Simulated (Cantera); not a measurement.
Feed: 1 mol Si3N4, 5.6 mol H2O, 7.5 mol H2, at 3.80 Pa.

Equilibrium computed with Cantera from the NASA thermochemical tables; the gas is ideal and each condensed phase is pure. Candidate condensed phases: H2O, Si, SiO2, Si2N2O, Si3N4; 35 gas species. Mutual solubility and eutectic melting of coexisting phases are not modelled. The tables hold silica as quartz up to 1696 K and as liquid above; real silica turns to tridymite and cristobalite and melts near 1996 K. Kinetics and transport are ignored.

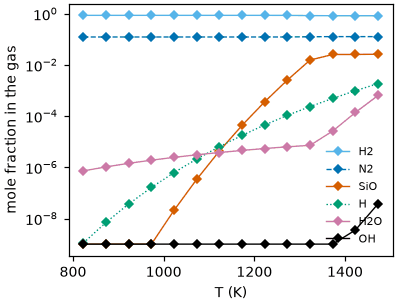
Equilibrium gas composition (values under 1e-9 drawn at 1e-9)

Read off the mole fractions at 873 K.

H2 about 0.88, N2 about 0.12, H2O about 1.0e-6.
